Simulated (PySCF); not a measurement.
# C4H12AlN: NMR shifts at several levels of theory

How much do the NMR shifts of C4H12AlN (`C/C=C/[CH2][AlH2-][NH3+]`) depend on the level of theory, and what does each level cost?

Programs: PySCF 2.14.0, with density-fitted response routines of our own. Each step states its level of theory. These are calculated values for one molecule in the gas phase, unless marked as measured. Atoms are numbered from 0 throughout.

## 1. The starting structure

18 atoms, charge 0, multiplicity 1; geometry from: GFN2-xTB.

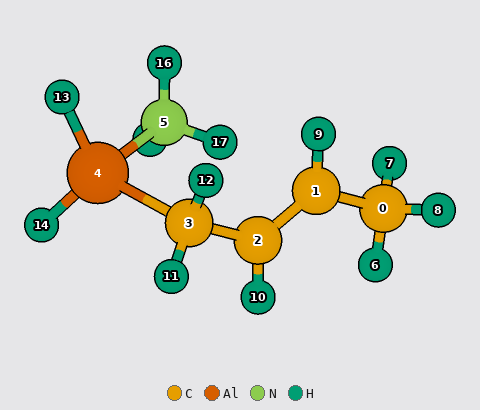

The starting geometry (carbon amber, aluminium orange, nitrogen green, hydrogen teal), atoms numbered.

## 2. Geometry optimisation at PBE0-D3(BJ)/def2-SVP

Job settings and geometry (Å):

```
{"job": {"xc": "PBE0", "basis": "def2-SVP", "d3": "d3bj", "grid": 1, "kind": "geom"}, "charge": 0, "multiplicity": 1}
C      2.394526     0.998511     0.782081
C      1.422806    -0.077719     0.406666
C      0.705028    -0.090399    -0.717764
C     -0.301178    -1.112770    -1.084663
Al    -2.177757    -0.710869    -0.383410
N     -1.582433     0.419743     1.236370
H      2.363458     1.816189     0.065355
H      2.175074     1.396375     1.774720
H      3.411169     0.604628     0.809541
H      1.361124    -0.912160     1.097520
H      0.810262     0.743960    -1.402951
H     -0.293019    -1.254798    -2.172323
H     -0.020558    -2.082100    -0.643142
H     -2.900611    -1.868551     0.375681
H     -3.083307     0.314935    -1.128227
H     -1.950600     1.367275     1.254682
H     -1.783925    -0.017845     2.131843
H     -0.558817     0.471913     1.120766
```

The program printed:

```text
step   0  E = -456.23849916  max force = 0.014363
step   1  E = -456.24189096  max force = 0.002921
step   2  E = -456.24210441  max force = 0.001900
step   3  E = -456.24220302  max force = 0.001708
step   4  E = -456.24231094  max force = 0.000602
step   5  E = -456.24236930  max force = 0.000727
step   6  E = -456.24245781  max force = 0.001206
step   7  E = -456.24251291  max force = 0.001132
step   8  E = -456.24256406  max force = 0.001528
step   9  E = -456.24259659  max force = 0.002216
step  10  E = -456.24265701  max force = 0.000670
step  11  E = -456.24269076  max force = 0.000796
step  12  E = -456.24272171  max force = 0.001008
step  13  E = -456.24275037  max force = 0.000718
step  14  E = -456.24277189  max force = 0.000392
step  15  E = -456.24278115  max force = 0.000212
optimisation converged
```

It took 2 min on 1 thread, shared host.

Relaxation path:

| step | energy from step 0 (eV) | largest force component (eV/Å) |
| --- | --- | --- |
| 0 | 0.0000 | 0.7386 |
| 1 | -0.0923 | 0.1502 |
| 2 | -0.0981 | 0.0977 |
| 3 | -0.1008 | 0.0878 |
| 4 | -0.1037 | 0.0310 |
| 5 | -0.1053 | 0.0374 |
| 6 | -0.1077 | 0.0620 |
| 7 | -0.1092 | 0.0582 |
| 8 | -0.1106 | 0.0786 |
| 9 | -0.1115 | 0.1140 |
| 10 | -0.1131 | 0.0345 |
| 11 | -0.1141 | 0.0409 |
| 12 | -0.1149 | 0.0518 |
| 13 | -0.1157 | 0.0369 |
| 14 | -0.1163 | 0.0202 |
| 15 | -0.1165 | 0.0109 |

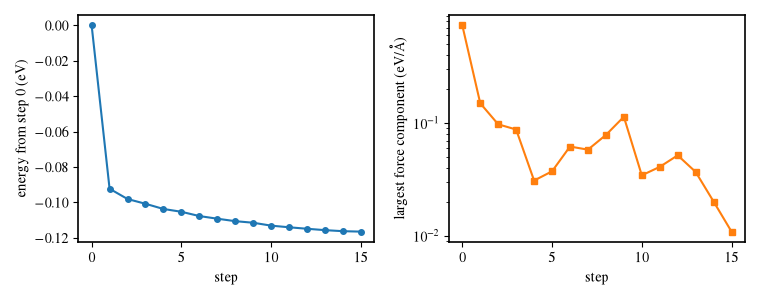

Energy and force, step by step.

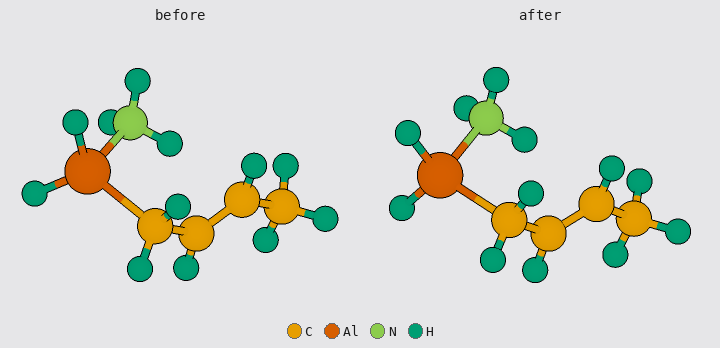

The geometry before (left) and after (right).

Distances of close pairs at the start and the end, largest changes first:

| bond | before (Å) | after (Å) | change (Å) |
| --- | --- | --- | --- |
| Al4–H14 | 1.558 | 1.607 | +0.049 |
| Al4–H13 | 1.562 | 1.606 | +0.044 |
| C3–Al4 | 2.043 | 2.019 | -0.024 |
| C2–H10 | 1.085 | 1.101 | +0.016 |
| C1–H9 | 1.085 | 1.101 | +0.016 |
| C1–C2 | 1.334 | 1.349 | +0.015 |
| C0–H8 | 1.091 | 1.104 | +0.013 |
| C0–H6 | 1.088 | 1.101 | +0.013 |

The end geometry stands in the next job.

| at the end point | value |
| --- | --- |
| point group (found at 0.08 Å tolerance) | C1 |
| rotational constants (GHz, main isotopes) | 4.460, 1.454, 1.199 |
| dipole moment (D) | 4.45 |

## 3. Shielding tensors: PBE0/cc-pVDZ

Job settings and geometry (Å):

```
{"job": {"kind": "nmr", "xc": "PBE0", "basis": "cc-pVDZ", "pop": true}, "charge": 0, "multiplicity": 1}
C      2.172436     0.843873     0.619097
C      1.186131    -0.264936     0.425120
C      0.379596    -0.408462    -0.647245
C     -0.637993    -1.454807    -0.867611
Al    -2.450431    -0.737078    -0.342537
N     -1.867424     0.094823     1.439511
H      2.104811     1.585872    -0.191126
H      2.023341     1.376751     1.574459
H      3.208627     0.464039     0.638445
H      1.185586    -1.059517     1.186737
H      0.429349     0.380605    -1.413043
H     -0.686612    -1.751144    -1.928625
H     -0.434678    -2.361021    -0.270901
H     -3.546117    -1.818772     0.113594
H     -2.935147     0.568796    -1.143869
H     -2.320344     0.984265     1.647936
H     -1.992769    -0.517008     2.246063
H     -0.854828     0.266951     1.321352
```

Method: GIAO PBE0/cc-pVDZ NMR shielding, non-relativistic, gas phase.

The program printed:

```text
coarse grid: 14472 points
cycle   1  E = -456.3930277676  dE =  2.480e-01  |g| = 4.546e-01  |ddm| = 7.328e+00
cycle   2  E = -456.3902477103  dE =  2.780e-03  |g| = 4.809e-01  |ddm| = 1.899e+00
cycle   3  E = -456.4528386393  dE = -6.259e-02  |g| = 6.076e-02  |ddm| = 9.257e-01
cycle   4  E = -456.4535880353  dE = -7.494e-04  |g| = 3.609e-02  |ddm| = 1.417e-01
cycle   5  E = -456.4539168696  dE = -3.288e-04  |g| = 7.038e-03  |ddm| = 6.109e-02
cycle   6  E = -456.4539311479  dE = -1.428e-05  |g| = 1.882e-03  |ddm| = 1.562e-02
cycle   7  E = -456.4539320265  dE = -8.786e-07  |g| = 3.611e-04  |ddm| = 3.472e-03
final grid: 132184 points
cycle   8  E = -456.4642684051  dE = -2.714e-05  |g| = 8.531e-03  |ddm| = 6.006e-02
cycle   9  E = -456.4642616760  dE =  6.729e-06  |g| = 1.006e-02  |ddm| = 3.246e-02
cycle  10  E = -456.4642877419  dE = -2.607e-05  |g| = 5.992e-04  |ddm| = 1.729e-02
cycle  11  E = -456.4642878210  dE = -7.906e-08  |g| = 2.431e-04  |ddm| = 1.242e-03
cycle  12  E = -456.4642878354  dE = -1.442e-08  |g| = 7.664e-05  |ddm| = 4.827e-04
cycle  13  E = -456.4642878369  dE = -1.457e-09  |g| = 2.151e-05  |ddm| = 1.448e-04
cycle  14  E = -456.4642878370  dE = -1.147e-10  |g| = 3.115e-06  |ddm| = 4.461e-05
converged SCF energy = -456.4642878370

GIAO shielding tensors (ppm)
atom      isotropic    diamagn.    paramagn.     s11        s22        s33       span
  0 C      176.383     245.350     -68.967    165.194    167.216    196.739     31.544
  1 C       84.605     254.885    -170.280     -9.539    104.596    158.757    168.296
  2 C       54.096     253.707    -199.611    -51.285     57.786    155.787    207.072
  3 C      176.144     243.975     -67.831    156.815    171.635    199.981     43.166
  4 Al     486.371     798.451    -312.080    469.466    488.229    501.418     31.953
  5 N      253.918     307.025     -53.107    234.671    258.172    268.910     34.238
  6 H       29.708      30.799      -1.091     26.528     28.898     33.699      7.171
  7 H       29.691      29.424       0.266     25.468     28.341     35.263      9.795
  8 H       29.456      27.099       2.357     25.488     27.116     35.765     10.277
  9 H       26.467      33.977      -7.510     23.923     25.313     30.165      6.242
 10 H       25.152      34.010      -8.858     22.222     25.165     28.070      5.848
 11 H       29.974      28.552       1.422     26.215     27.928     35.781      9.566
 12 H       30.137      30.609      -0.473     26.653     28.709     35.048      8.396
 13 H       27.256      29.014      -1.758     24.386     25.104     32.280      7.895
 14 H       27.478      30.185      -2.707     24.592     25.299     32.545      7.953
 15 H       30.103      29.479       0.624     24.389     24.997     40.924     16.534
 16 H       30.388      29.576       0.813     25.037     25.190     40.937     15.899
 17 H       27.231      31.792      -4.562     18.528     21.916     41.247     22.719
```

Wall time 16 s (1 thread, shared host).

Shifts follow as δ = σ(reference) − σ, with reference shieldings (ppm) from runs at the same level and on the same kind of geometry: 1H TMS 31.29, 13C TMS 196.8, 15N NH3 273.1, 27Al AlH4- 538.6. The references are single molecules in the gas phase, so shifts against H2O, NH3, PH3, H3PO4 or CFCl3 are not on the usual liquid scales and can be off by tens of ppm. Shifts against hydride references such as AlH4− lie on their own scale. Atoms listed in one row are averaged.

| atoms | environment | σ (ppm) | δ (ppm) |
| --- | --- | --- | --- |
| C2 | alkene CH | 54.1 | 142.7 |
| C1 | alkene CH | 84.6 | 112.2 |
| C3 | allylic sp3 CH2 bonded to Al | 176.1 | 20.6 |
| C0 | allylic methyl carbon | 176.4 | 20.4 |
| H10 | hydrogen on an alkene CH | 25.15 | 6.14 |
| H9 | hydrogen on an alkene CH | 26.47 | 4.82 |
| H13, H14 | hydrogen on an aluminium bonded to C, N | 27.37 | 3.92 |
| H15, H16, H17 | hydrogen on a donor nitrogen of a Lewis adduct | 29.24 | 2.05 |
| H6, H7, H8 | hydrogen on an allylic methyl carbon | 29.62 | 1.67 |
| H11, H12 | hydrogen on an allylic sp3 CH2 bonded to Al | 30.06 | 1.23 |
| Al4 | aluminium bonded to C, N, 2 H | 486.4 | 52.2 |
| N5 | donor nitrogen of a Lewis adduct | 253.9 | 19.2 |

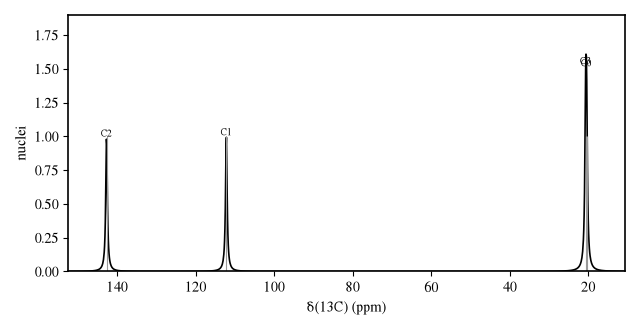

13C lines at the computed shifts, without couplings. Lines are broadened to a width of 0.49 ppm (Lorentzian).

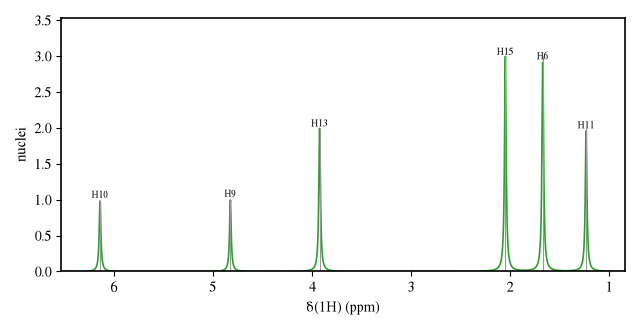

1H lines at the computed shifts, without couplings. Lines are broadened to a width of 0.02 ppm (Lorentzian).

Charges from the same density, by scheme (e):

| atoms | Mulliken | IAO | Hirshfeld | ESP fit |
| --- | --- | --- | --- | --- |
| C0 | -0.03 | -0.41 | -0.11 | -0.39 |
| C1 | -0.20 | -0.22 | -0.07 | -0.10 |
| C2 | -0.04 | -0.11 | -0.04 | -0.11 |
| C3 | -0.20 | -0.60 | -0.21 | -0.43 |
| Al4 | 0.24 | 0.59 | 0.32 | 0.60 |
| N5 | -0.16 | -0.62 | -0.16 | -0.59 |

ESP fit charges:

C0 -0.39; C1 -0.10; C2 -0.11; C3 -0.43; Al4 0.60; N5 -0.59; H6 0.12; H7 0.10; H8 0.12; H9 0.11; H10 0.13; H11 0.13; H12 0.09; H13 -0.30; H14 -0.30; H15 0.30; H16 0.30; H17 0.25

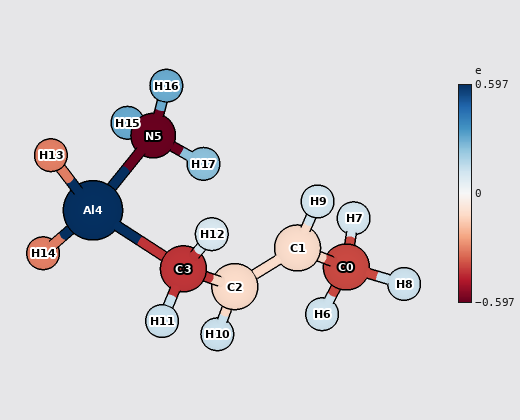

ESP fit charges, as colours on the atoms.

Mayer bond orders: C0–C1 1.10, C1–C2 1.80, C2–C3 1.12, C3–Al4 0.87, Al4–N5 0.53.

## 4. Nuclear shieldings: PBE0/aug-cc-pVDZ

Settings changed since step 3:

```diff
@@ -1,2 +1,2 @@
-{"job": {"kind": "nmr", "xc": "PBE0", "basis": "cc-pVDZ", "pop": true}, "charge": 0, "multiplicity": 1}
+{"job": {"kind": "nmr", "xc": "PBE0", "basis": "aug-cc-pVDZ", "pop": true}, "charge": 0, "multiplicity": 1}
 C      2.172436     0.843873     0.619097
```

Method: GIAO PBE0/aug-cc-pVDZ NMR shielding, non-relativistic, gas phase.

The program printed:

```text
coarse grid: 14472 points
cycle   1  E = -456.4046424016  dE =  2.353e-01  |g| = 4.696e-01  |ddm| = 1.267e+01
cycle   2  E = -456.3963720177  dE =  8.270e-03  |g| = 5.123e-01  |ddm| = 3.585e+00
cycle   3  E = -456.4679702337  dE = -7.160e-02  |g| = 6.470e-02  |ddm| = 1.631e+00
cycle   4  E = -456.4688590492  dE = -8.888e-04  |g| = 3.698e-02  |ddm| = 2.258e-01
cycle   5  E = -456.4691989510  dE = -3.399e-04  |g| = 7.914e-03  |ddm| = 9.078e-02
cycle   6  E = -456.4692168794  dE = -1.793e-05  |g| = 2.275e-03  |ddm| = 2.767e-02
cycle   7  E = -456.4692181972  dE = -1.318e-06  |g| = 4.098e-04  |ddm| = 6.987e-03
final grid: 132184 points
cycle   8  E = -456.4796338278  dE = -3.621e-05  |g| = 8.525e-03  |ddm| = 3.638e-01
cycle   9  E = -456.4796260117  dE =  7.816e-06  |g| = 1.024e-02  |ddm| = 6.764e-02
cycle  10  E = -456.4796530536  dE = -2.704e-05  |g| = 6.161e-04  |ddm| = 2.790e-02
cycle  11  E = -456.4796531347  dE = -8.106e-08  |g| = 2.750e-04  |ddm| = 1.916e-03
cycle  12  E = -456.4796531527  dE = -1.804e-08  |g| = 9.216e-05  |ddm| = 8.724e-04
cycle  13  E = -456.4796531549  dE = -2.168e-09  |g| = 2.448e-05  |ddm| = 3.201e-04
cycle  14  E = -456.4796531550  dE = -1.513e-10  |g| = 3.637e-06  |ddm| = 7.825e-05
converged SCF energy = -456.4796531550

GIAO shielding tensors (ppm)
atom      isotropic    diamagn.    paramagn.     s11        s22        s33       span
  0 C      175.676     222.411     -46.734    164.737    165.535    196.756     32.019
  1 C       82.714     211.809    -129.095    -11.675    102.440    157.378    169.052
  2 C       52.553     198.736    -146.183    -52.437     56.672    153.426    205.863
  3 C      174.030     220.456     -46.425    154.464    170.383    197.244     42.780
  4 Al     480.803     797.519    -316.716    465.153    482.176    495.078     29.925
  5 N      255.444     276.533     -21.089    235.407    259.443    271.482     36.075
  6 H       29.552      31.362      -1.809     26.413     28.828     33.417      7.004
  7 H       29.616      28.750       0.865     25.411     28.249     35.186      9.775
  8 H       29.440      26.403       3.037     25.492     27.189     35.638     10.146
  9 H       26.335      35.184      -8.849     23.713     25.419     29.874      6.161
 10 H       25.078      31.904      -6.826     22.099     25.092     28.042      5.943
 11 H       29.907      24.723       5.184     26.222     27.982     35.517      9.295
 12 H       30.082      29.998       0.084     26.650     28.737     34.861      8.211
 13 H       27.176      26.005       1.171     24.424     25.032     32.071      7.647
 14 H       27.437      25.657       1.780     24.685     25.264     32.361      7.675
 15 H       30.121      29.091       1.030     24.469     25.084     40.810     16.340
 16 H       30.375      30.957      -0.583     24.962     25.235     40.927     15.965
 17 H       26.931      21.066       5.865     18.638     21.010     41.144     22.506
```

It took 34 s on 1 thread, shared host.

In short: δ C2 142.6, C1 112.4, C3 21.1, C0 19.4, H10 6.32, H9 5.06 ppm.

## 5. Shielding tensors: PBE0/pcSseg-0

Settings changed since step 4:

```diff
@@ -1,2 +1,2 @@
-{"job": {"kind": "nmr", "xc": "PBE0", "basis": "aug-cc-pVDZ", "pop": true}, "charge": 0, "multiplicity": 1}
+{"job": {"kind": "nmr", "xc": "PBE0", "basis": "pcSseg-0", "pop": true}, "charge": 0, "multiplicity": 1}
 C      2.172436     0.843873     0.619097
```

With the program's defaults for keys left out, this is: GIAO PBE0/pcSseg-0 NMR shielding, non-relativistic, gas phase.

The program printed:

```text
coarse grid: 14472 points
cycle   1  E = -455.6624395393  dE =  1.168e-01  |g| = 3.633e-01  |ddm| = 3.892e+00
cycle   2  E = -455.6673536451  dE = -4.914e-03  |g| = 3.566e-01  |ddm| = 8.959e-01
cycle   3  E = -455.7010928111  dE = -3.374e-02  |g| = 5.115e-02  |ddm| = 4.863e-01
cycle   4  E = -455.7015437323  dE = -4.509e-04  |g| = 3.281e-02  |ddm| = 9.117e-02
cycle   5  E = -455.7018247855  dE = -2.811e-04  |g| = 4.043e-03  |ddm| = 4.197e-02
cycle   6  E = -455.7018294734  dE = -4.688e-06  |g| = 1.436e-03  |ddm| = 7.231e-03
final grid: 132184 points
cycle   7  E = -455.7115028058  dE = -2.067e-05  |g| = 5.551e-03  |ddm| = 2.500e-02
cycle   8  E = -455.7115006941  dE =  2.112e-06  |g| = 6.387e-03  |ddm| = 1.267e-02
cycle   9  E = -455.7115104769  dE = -9.783e-06  |g| = 3.042e-04  |ddm| = 6.529e-03
cycle  10  E = -455.7115104963  dE = -1.934e-08  |g| = 1.188e-04  |ddm| = 4.185e-04
cycle  11  E = -455.7115104997  dE = -3.375e-09  |g| = 2.160e-05  |ddm| = 1.746e-04
cycle  12  E = -455.7115104998  dE = -1.359e-10  |g| = 5.910e-06  |ddm| = 3.988e-05
converged SCF energy = -455.7115104998

GIAO shielding tensors (ppm)
atom      isotropic    diamagn.    paramagn.     s11        s22        s33       span
  0 C      171.193     245.308     -74.115    159.897    160.216    193.465     33.569
  1 C       72.887     260.676    -187.789    -33.164     94.911    156.914    190.078
  2 C       37.742     260.422    -222.680    -80.356     39.763    153.818    234.174
  3 C      172.430     248.365     -75.935    150.393    167.500    199.396     49.003
  4 Al     426.961     792.808    -365.847    410.149    426.067    444.667     34.518
  5 N      251.904     318.665     -66.762    225.785    261.054    268.871     43.086
  6 H       31.095      29.003       2.093     27.451     30.233     35.601      8.149
  7 H       31.138      28.601       2.537     26.759     29.761     36.895     10.136
  8 H       30.811      28.195       2.616     26.528     28.404     37.502     10.973
  9 H       28.212      33.029      -4.817     25.975     27.205     31.457      5.482
 10 H       26.861      32.522      -5.660     24.026     27.100     29.458      5.433
 11 H       31.504      30.805       0.699     27.066     29.121     38.324     11.258
 12 H       31.487      31.391       0.096     27.531     29.860     37.070      9.540
 13 H       28.005      29.286      -1.281     24.958     26.273     32.784      7.826
 14 H       28.208      29.403      -1.194     25.195     26.497     32.934      7.739
 15 H       31.861      30.043       1.818     26.257     26.753     42.572     16.315
 16 H       31.994      30.238       1.756     26.514     26.974     42.494     15.980
 17 H       29.841      29.011       0.830     20.979     25.334     43.211     22.232
```

It took 6.5 s on 1 thread, shared host.

Key values: δ C2 155.8, C1 120.6, C0 22.3, C3 21.1, H10 5.97, H13 4.73 ppm (means over like atoms).

## 6. Run by run: NMR shifts

Shifts (ppm) of some atoms, chosen among heavy atoms and hydrogens apart, means over like atoms, with basis size and wall time:

| run | C2 | C1 | C0 | H13 | H15 | Al4 | N5 | functions | time |
| --- | --- | --- | --- | --- | --- | --- | --- | --- | --- |
| PBE0/cc-pVDZ | 142.7 | 112.2 | 20.4 | 3.92 | 2.05 | 52.2 | 19.2 | 148 | 16 s |
| PBE0/aug-cc-pVDZ | 142.6 | 112.4 | 19.4 | 4.09 | 2.25 | 60.3 | 14.4 | 250 | 34 s |
| PBE0/pcSseg-0 | 155.8 | 120.6 | 22.3 | 4.73 | 1.60 | 49.0 | 14.1 | 82 | 6.5 s |

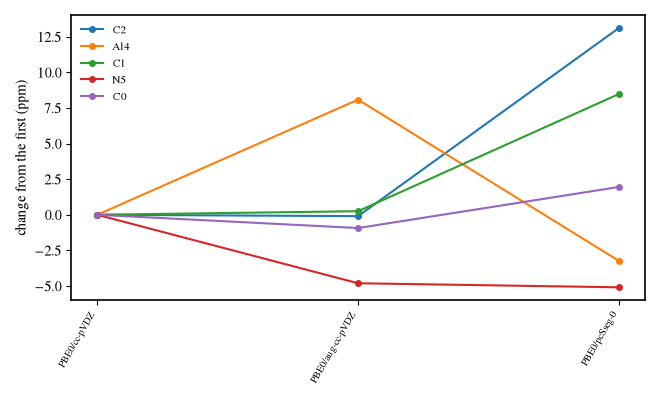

How five of the tabulated atoms move from run to run.

## 7. Outcome

| quantity | value |
| --- | --- |
| point group | C1 |
| rotational constants (main isotopes) | 4.46, 1.45, 1.20 GHz |
| 13C shifts against TMS (PBE0/cc-pVDZ) | 142.7, 112.2, 20.6, 20.4 ppm |
| 1H shifts against TMS (PBE0/cc-pVDZ, means over atoms taken as alike) | 6.14, 4.82, 3.92, 2.05, 1.67, 1.23 ppm |
| 27Al shifts against AlH4- (PBE0/cc-pVDZ) | 52.2 ppm |
| 15N shifts against NH3 (PBE0/cc-pVDZ) | 19.2 ppm |
| range of the shift of C2 | 142.6 to 155.8 ppm |

**Reading.** Single values in the summary come from the first run of each kind that ended normally (PBE0/cc-pVDZ), which need not be the best level. Over 15 steps the energy fell by 0.117 eV; of the close pairs, Al4–H14 changed most, 1.558 to 1.607 Å. At PBE0/cc-pVDZ: Shielding is most anisotropic at C2 (span 207 ppm, paramagnetic term -200 ppm). Across the 3 runs the shift of C2 moves most, between 142.6 (PBE0/aug-cc-pVDZ) and 155.8 ppm (PBE0/pcSseg-0).
